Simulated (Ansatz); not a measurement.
## Electronic structure of CH4NSi (charge −1) in real space

```yaml
atoms:
  - { symbol: C, position_ang: [-1.1658, -0.9150, -0.9502] }
  - { symbol: Si, position_ang: [-0.2845, 0.3633, -0.2489] }
  - { symbol: N, position_ang: [1.2398, -0.0143, 0.5991] }
  - { symbol: H, position_ang: [-2.0557, -0.6117, -1.5606] }
  - { symbol: H, position_ang: [-0.2937, 1.9066, -0.0313] }
  - { symbol: H, position_ang: [1.2492, 0.3155, 1.5750] }
  - { symbol: H, position_ang: [1.3107, -1.0443, 0.6170] }
```

The highest occupied orbital lies above zero, a sign that basis and functional describe the outermost electron poorly.

Computed with RKS LDA/def2-SVP in Ansatz 0.2.0.

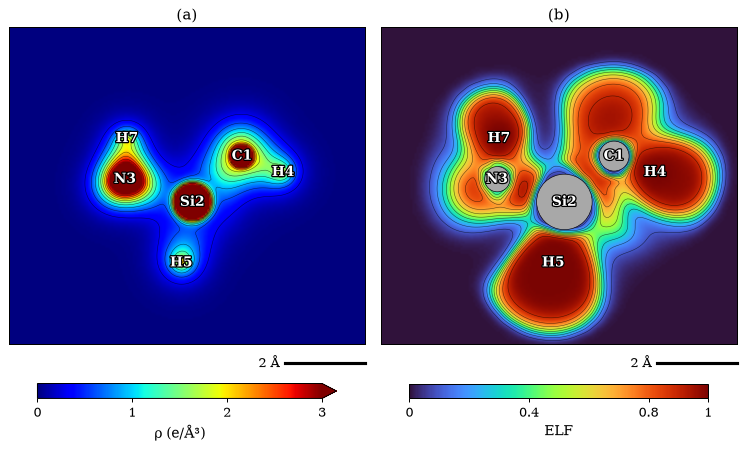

Figure 1. (a) total electron density; (b) electron localisation function on the plane of atoms C1, Si2 and N3. Grey discs cover the atomic cores in the ELF map.

Read the bonding off the picture.

Answer. Atoms in the plane: C, Si, N and H. C–Si (1.70 Å): the density is about 1.1 e/Å³ at the midpoint; the ELF peaks at about 0.85 between the atoms (a covalent bond). Si–N (1.78 Å): ρ at the midpoint is about 0.97 e/Å³; the ELF peaks at about 0.90 between the atoms, as expected for a polar covalent bond. N–H (1.03 Å): ρ is about 2.7 e/Å³ halfway; the ELF climbs to about 1 towards the hydrogen, as it does in any bond to H; a covalent bond by its length. C–H (1.12 Å): ρ at the midpoint is about 1.7 e/Å³; the ELF climbs to about 1 towards the hydrogen (an ordinary covalent bond to hydrogen). Si–H (1.56 Å): ρ is about 0.66 e/Å³ halfway; the ELF climbs to about 1 towards the hydrogen. The ELF also peaks beside C1, away from the bonds: lone-pair regions.

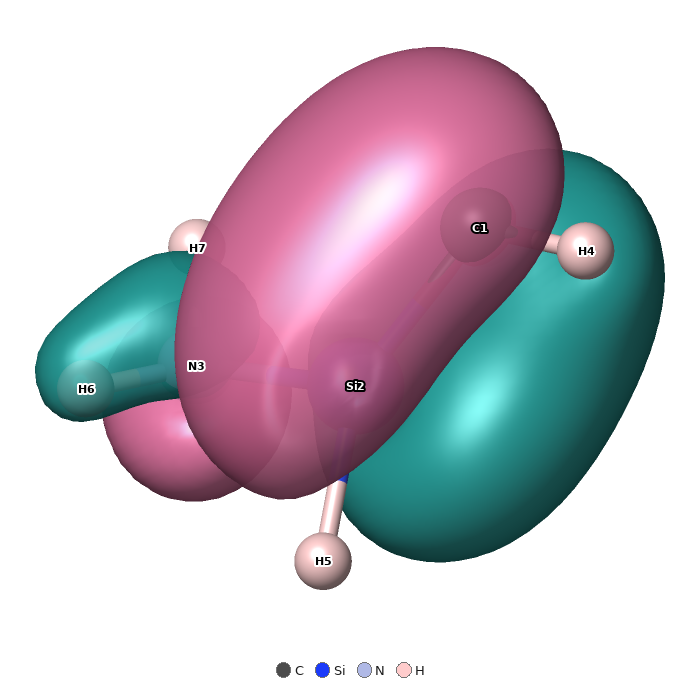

Figure 2. The HOMO−1 at ±0.08 Å⁻³ᐟ² (teal and pink are the two phases), seen at a tilt.

Where does this orbital lie, and at what energy?

Answer. It lies mainly on C1 (about 45 %), Si2 (about 40 %) and N3 (about 10 %); π-bonding across C1–Si2. Its energy is 1.44 eV.
